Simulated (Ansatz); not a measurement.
```cif
data_structure
_symmetry_space_group_name_H-M 'P 1'
_symmetry_Int_Tables_number 1
_cell_length_a 4.8831
_cell_length_b 4.8831
_cell_length_c 4.8831
_cell_angle_alpha 90.000
_cell_angle_beta 90.000
_cell_angle_gamma 90.000
_cell_volume 116.44
loop_
_atom_site_label
_atom_site_type_symbol
_atom_site_fract_x
_atom_site_fract_y
_atom_site_fract_z
_atom_site_occupancy
Zn1 Zn 0.00000 0.00000 0.00000 1
Hf1 Hf 0.50000 0.50000 0.50000 1
S1 S 0.50000 0.50000 0.00000 1
S2 S 0.50000 0.00000 0.50000 1
S3 S 0.00000 0.50000 0.50000 1
```

Space group Pm-3m; started from the cubic perovskite prototype, which need not be the ambient phase.

The calculation used Ansatz, DFT, PBEsol, plane waves, PAW.

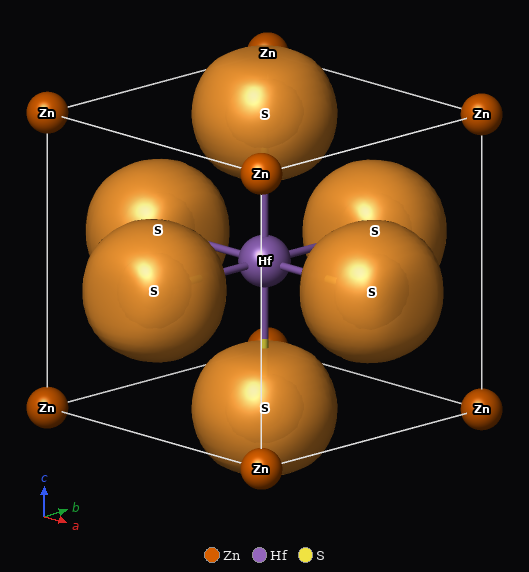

HfZnS$_{3}$. Isosurface of the electron localisation function at 0.75 (orange), seen at an oblique angle. Only the valence region is drawn (cores and ρ < 0.01 e/Å³ removed). Sticks mark near contacts.

Describe the localisation domains.

At this value the surface marks out three regions wrapped around S (the valence shell of each), counted in one cell of 5 atoms. Regions shared between cells count once.

Values along the shortest contacts:
Hf–S (2.44 Å): the ELF peaks at about 0.85 in the valence shell of S, 0.8 Å from its nucleus, and is about 0.35 at the midpoint. Zn–S (3.45 Å): the ELF is about 0.15 at the midpoint; no shared electron pair shows on this line.
